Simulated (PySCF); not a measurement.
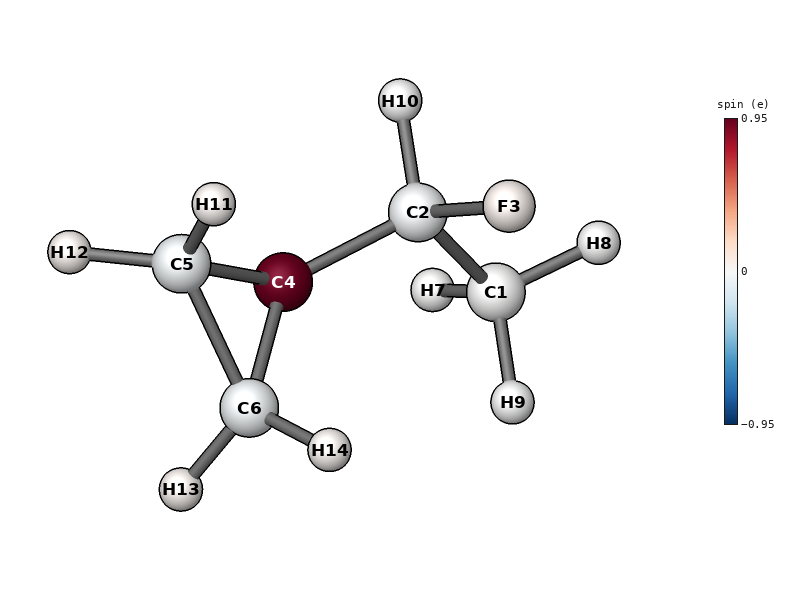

Atoms are coloured by their Mulliken spin populations. The species is neutral and a spin doublet. Computed geometry: GFN2-xTB optimisation. No frequency run is at hand to confirm it as a minimum. Method: UKS B3LYP, pcH-1 on C F H, non-relativistic (PySCF 2.14.0).

Give the Mulliken spin populations atom by atom.

| atom | value (e) |
| --- | --- |
| C1 | 0.00 |
| C2 | −0.02 |
| F3 | 0.04 |
| C4 | 0.93 |
| C5 | −0.03 |
| C6 | −0.04 |
| H7 | 0.00 |
| H8 | 0.00 |
| H9 | 0.00 |
| H10 | 0.00 |
| H11 | 0.03 |
| H12 | 0.03 |
| H13 | 0.03 |
| H14 | 0.02 |

Mulliken values depend strongly on the basis set.
